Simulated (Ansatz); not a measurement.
Input file:

```
crystal:
  periodic: [false, false, false]
  atoms:
    - { symbol: Si, position_ang: [0.263971, -0.054467, -0.332162] }
    - { symbol: H, position_ang: [-0.202116, 0.040146, 2.283546] }
    - { symbol: Cl, position_ang: [2.116335, 0.154739, -1.257697] }
    - { symbol: O, position_ang: [-0.619742, 1.248719, -0.848646] }
    - { symbol: C, position_ang: [-2.043659, 1.364035, -0.685477] }
    - { symbol: H, position_ang: [-2.327451, 1.232023, 0.370435] }
    - { symbol: H, position_ang: [-2.320349, 2.374675, -1.019755] }
    - { symbol: H, position_ang: [-2.560375, 0.614508, -1.308131] }
    - { symbol: Cl, position_ang: [-0.639803, -1.844792, -0.931017] }
    - { symbol: F, position_ang: [-1.122209, 0.210614, 2.212104] }
magnetization:
  spin_polarized: true
  initial_magnetization: 1
basis:
  gaussian: { orbitals: "6-31G*" }
hamiltonian:
  xc: pbe
  dispersion: d4
relax:
  f_tol: 0.03
  max_steps: 50
output:
  orbitals: {}
```

Command:

```sh
ansatz run input.yaml --threads 4 --pin off --max-ram 5120MiB --backend cpu --events-out ev --progress --plain --runs-dir out
```

The fields are those of the run's last geometry, not of the input's.

Level of theory: UKS PBE-D4/6-31G* in Ansatz 0.2.0.

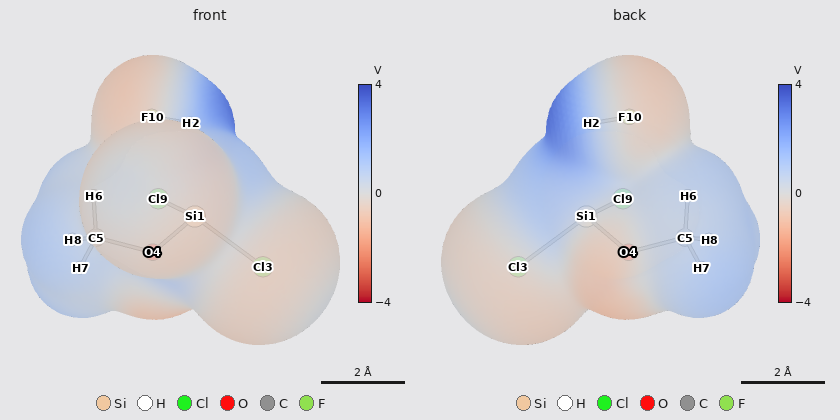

CH$_{3}$Cl$_{2}$OSi···HF (doublet). The electrostatic potential painted on the density surface at 0.002 e/bohr³, seen from the front and from behind; red is negative and blue positive.

Question: Which sites attract a positive test charge, and which a negative one?

Answer: A positive charge is drawn to the negative regions and a negative charge to the positive ones. The most negative region (about −0.9 V) lies over O4, the most positive (about +3.0 V) over H2.
